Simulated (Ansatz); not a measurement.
**CH6ClSi2 (SMILES C[Si]([SiH3])Cl) at UHF/3-21G**

Aim: the electronic atomisation energy of CH6ClSi2 at UHF/3-21G, from 5 runs. 

The calculation is run with Ansatz 0.2.0.

44 further runs of the same task are left out: 44 set aside as unsound or not needed.

## (1) The system as given

CH6ClSi2 has 10 atoms, charge 0, and is taken as a doublet. SMILES: `C[Si]([SiH3])Cl`. The shape is that of a PBE0-D4/def2-TZVP optimisation.

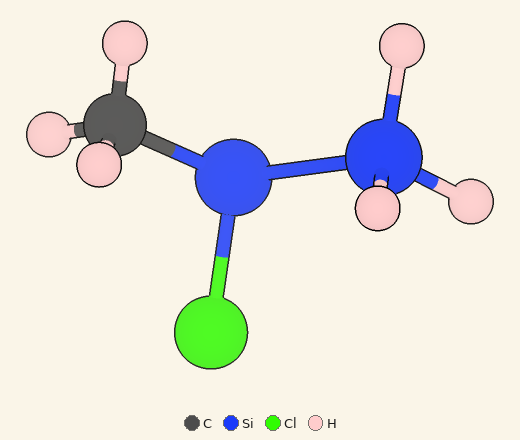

The structure, seen from a chosen angle (carbon dark grey, silicon blue, chlorine green, hydrogen pink).

## (2) A single-point energy at UHF/3-21G

Contents of molecule.yaml:

```yaml
basis:
  gaussian: {orbitals: 3-21G.json}
crystal:
  periodic: [false, false, false]
  atoms:
    - {symbol: C, position_ang: [-0.817600, 1.375900, -0.759000]}
    - {symbol: Si, position_ang: [-0.393400, -0.447400, -0.745400]}
    - {symbol: Si, position_ang: [1.253500, -1.073900, 0.791400]}
    - {symbol: Cl, position_ang: [-2.123100, -1.512600, -0.330000]}
    - {symbol: H, position_ang: [0.078700, 1.966200, -0.965000]}
    - {symbol: H, position_ang: [-1.223500, 1.680800, 0.209700]}
    - {symbol: H, position_ang: [-1.561600, 1.592100, -1.528300]}
    - {symbol: H, position_ang: [1.490500, -2.535600, 0.676400]}
    - {symbol: H, position_ang: [0.871400, -0.750900, 2.195100]}
    - {symbol: H, position_ang: [2.508200, -0.345800, 0.457800]}
magnetization: {spin_polarized: true, initial_magnetization: 1}
hamiltonian: {xc: hf}
accuracy: high
output: {orbitals: {seedname: orbitals}}
```

The basis set 3-21G is read from a file made from the Basis Set Exchange's data (not shown).

The run is started by

```
$ ansatz run molecule.yaml --threads 1 --pin off --max-ram 3480MiB --events-out events.jsonl --progress --plain --runs-dir runs
```

Log:

```text
Warning: RAYON_NUM_THREADS=1 ignored (pool sized by the plan → 1); use --threads N
Functional definition: HF
  name "HF"
  exchange = exact_x
  correlation = 0
1401 factors; integrals over basis functions are off by at most 6.1e-9 eV
mean field evaluation 1: about -29202.6622 eV, gradient 1.4e1 eV
mean field evaluation 2: about -29202.9353 eV, gradient 1.4e1 eV
mean field evaluation 4: about -29204.4210 eV, gradient 1.5e0 eV
mean field evaluation 8: about -29204.4632 eV, gradient 2.4e-1 eV
mean field evaluation 16: about -29204.4650 eV, gradient 1.9e-8 eV
mean field -29204.46501549 eV, -1073.2442938218 hartree, gradient 3.6e-8 eV, S^2 0.753937; 0 other end points of the search recorded, 0 dependent functions left out
reference -29204.46501549 eV, -1073.2442938218 hartree; 29, 28 occupied and 31, 32 virtual orbitals, 1401 factors
Total energy: -29204.46501549 eV, -1073.2442938218 hartree
```

It took 1.3 s on 1 thread of Arm Neoverse V2, shared host; peak memory 0.2 GiB.

## (3) The C atom

Contents of in.yaml:

```yaml
basis:
  gaussian: {orbitals: 3-21G.json}
crystal:
  periodic: [false, false, false]
  atoms:
    - symbol: C
      position_ang: [0.000000, 0.000000, 0.000000]
magnetization: {spin_polarized: true, initial_magnetization: 2}
hamiltonian: {xc: hf}
accuracy: high
```

The basis set 3-21G is read from a file made from the Basis Set Exchange's data (not shown).

The run is started by

```
$ ansatz run in.yaml --threads 1 --pin off --max-ram 3480MiB --events-out events.jsonl --progress --plain --runs-dir runs
```

Log:

```text
Warning: RAYON_NUM_THREADS=1 ignored (pool sized by the plan → 1); use --threads N
[... 4 set-up lines as earlier in the session ...]
42 factors; integrals over basis functions are off by at most 9.6e-9 eV
mean field evaluation 1: about -1019.7341 eV, gradient 4.9e0 eV
mean field evaluation 2: about -1019.7347 eV, gradient 4.9e0 eV
mean field evaluation 4: about -1019.9117 eV, gradient 1.9e-1 eV
mean field evaluation 8: about -1019.9119 eV, gradient 6.4e-5 eV
mean field evaluation 16: about -1019.9118 eV, gradient 6.1e-2 eV
mean field evaluation 32: about -1019.9119 eV, gradient 2.8e-8 eV
mean field -1019.91186813 eV, -37.4810698326 hartree, gradient 2.8e-8 eV, S^2 2.000971; 2 other end points of the search recorded, 0 dependent functions left out
reference -1019.91186813 eV, -37.4810698326 hartree; 4, 2 occupied and 5, 7 virtual orbitals, 42 factors
Total energy: -1019.91186813 eV, -37.4810698326 hartree
```

Wall time 0.04 s (1 thread of Arm Neoverse V2, shared host).

## (4) The Cl atom

Contents of in.yaml:

```yaml
crystal:
  periodic: [false, false, false]
  atoms:
    - symbol: Cl
      position_ang: [0.000000, 0.000000, 0.000000]
basis:
  gaussian:
    orbitals: 3-21G.json
magnetization:
  spin_polarized: true
  initial_magnetization: 1
hamiltonian:
  xc: hf
accuracy: high
```

The basis set 3-21G is read from a file made from the Basis Set Exchange's data (not shown).

Run the same way, it converges to -457.27655 Eh (log not shown).

## (5) The H atom

Contents of job.yaml:

```yaml
crystal:
  periodic: [false, false, false]
  atoms:
    - {symbol: H, position_ang: [0.000000, 0.000000, 0.000000]}
basis:
  gaussian:
    orbitals: 3-21G.json
magnetization:
  spin_polarized: true
  initial_magnetization: 1
hamiltonian:
  xc: hf
accuracy: high
```

The basis set 3-21G is read from a file made from the Basis Set Exchange's data (not shown).

Run the same way, it converges to -0.49620 Eh (log not shown).

## (6) The Si atom, same level

Contents of molecule.yaml:

```yaml
crystal:
  periodic: [false, false, false]
  atoms:
    - {symbol: Si, position_ang: [0.000000, 0.000000, 0.000000]}
basis:
  gaussian: {orbitals: 3-21G.json}
magnetization: {spin_polarized: true, initial_magnetization: 2}
accuracy: high
hamiltonian: {xc: hf}
```

The basis set 3-21G is read from a file made from the Basis Set Exchange's data (not shown).

Run the same way, it converges to -287.34443 Eh (log not shown).

## (7) Results

At UHF/3-21G:

| quantity | value |
| --- | --- |
| molecule: total energy | -1073.24429 Eh |
| molecule: HOMO energy (highest over α and β) | -8.76 eV |
| molecule: LUMO energy (lowest over α and β) | 0.72 eV |
| molecule: ⟨S²⟩ | 0.754 |
| C atom: total energy | -37.48107 Eh |
| C atom: ⟨S²⟩ | 2.001 |
| Cl atom: total energy | -457.27655 Eh |
| Cl atom: ⟨S²⟩ | 0.750 |
| H atom: total energy | -0.49620 Eh |
| H atom: ⟨S²⟩ | 0.750 |
| Si atom: total energy | -287.34443 Eh |
| Si atom: ⟨S²⟩ | 2.000 |
| electronic atomisation energy | 22.330 eV |

What this shows: Taking the molecule apart into free atoms costs 22.33 eV (515 kcal/mol), before zero-point energy and without spin-orbit coupling. Hartree–Fock lacks the correlation of the bonding pairs, which as a rule makes this value much too low; in minimal bases other errors can mask that. The basis has no polarisation functions, which makes bonds too weak.
